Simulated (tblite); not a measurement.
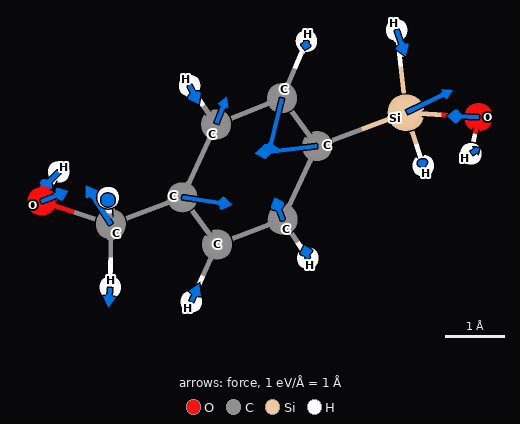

Starting geometry of C7H10O2Si with the computed forces as blue arrows. Style: ball-and-stick. Shown from a free direction.

The calculation used GFN2-xTB geometry optimisation, gas phase in tblite. 

Is this structure relaxed? If not, where do the atoms go?

It isn't relaxed: the largest force vector, on a C atom, is 1.26 eV/Å. The final displacements have little in common with the starting forces (cosine between the two patterns 0.21). Over 65 geometry steps the energy falls by 0.204 eV. An H atom moves most after the best rigid fit: 0.52 Å. Largest moves by element: H 0.52 Å, O 0.29 Å, C 0.07 Å, Si 0.06 Å. Among the contacts that change: H–Si 1.490 → 1.456 Å, O–Si 1.661 → 1.628 Å, C–Si 1.867 → 1.893 Å, C–C 1.417 → 1.392 Å. Bond angles that change, for instance: O–Si–H 109.1° → 101.0°, Si–O–H 115.2° → 122.3°, C–Si–O 105.2° → 111.3°. Groups turn about C–O by about 50°, O–Si by about 30°.
